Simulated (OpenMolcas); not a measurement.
**AlBH2OF2: a line through the functionals**

The species is AlBH2OF2 (7 atoms), meant as a singlet with charge 0. As SMILES, `O[B](F)[AlH][F]`. The shape is that of a PBE0-D4/def2-TZVP optimisation. This is one conformer, not always the lowest.

The vertical energy of the triplet above the singlet y, in eV, basis 6-31G(d); a is the functional's share of exact exchange. Programs: OpenMolcas 26.06.

```
functional     program     a  y (eV)
       PBE  OpenMolcas     0    3.34
      TPSS  OpenMolcas     0    3.45
     B3LYP  OpenMolcas   0.2       ?
      PBE0  OpenMolcas  0.25    3.62
     BHLYP  OpenMolcas   0.5    4.02
```

Problem. Fit y = c + s·a to the known rows and predict B3LYP.

Solution. 
1. Means of the 4 rows: a = 0.1875, y = 3.607.
2. Σ(Δa)² = 0.17188, Σ(Δa·Δy) = 0.20937, so the slope is 0.20937/0.17188 = 1.2181.
3. Intercept: 3.607 − (1.2181) × 0.1875 = 3.379. The largest residual of the fit is 0.071.
4. B3LYP: 3.379 + (1.2181) × 0.2 = 3.62 eV.

The run gave 3.72 eV, so the prediction is off by -0.10 eV, more than the largest residual. The rows mix families of semi-local functionals, which the line can't see.

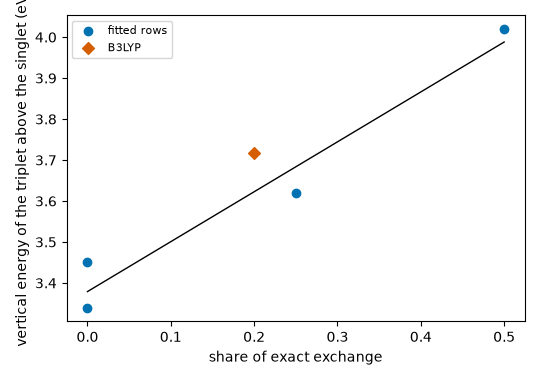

The fitted line, with the withheld row.
